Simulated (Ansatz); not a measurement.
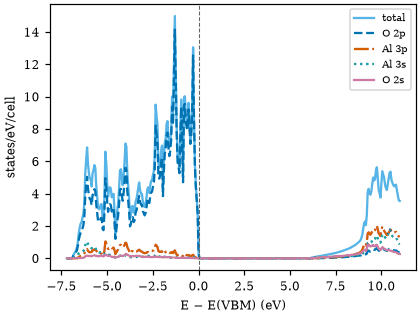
Total and projected density of states of Al$_{2}$O$_{3}$ (corundum, R-3c), PBEsol (plane waves, PAW; program Ansatz)

### Question
Which orbitals carry the states next to the gap?

### Answer
Top 1 eV of the valence band: O 2p 96 %. Bottom 1 eV of the conduction band: Al 3s 40 %, O 2s 39 %, Al 3p 14 %, O 2p 7 %. Projections are on Löwdin-orthogonalised atomic valence shells; empty p or d shells of many metals are not among them.

### Question
Where is the tallest occupied peak in this window, and what makes it?

### Answer
Near -1.3 eV, about 15 states/eV per cell; the largest projected share is O 2p.

The PBEsol relaxation kept the symmetry of its start.

Potentials: the later of the program's two PAW sets.
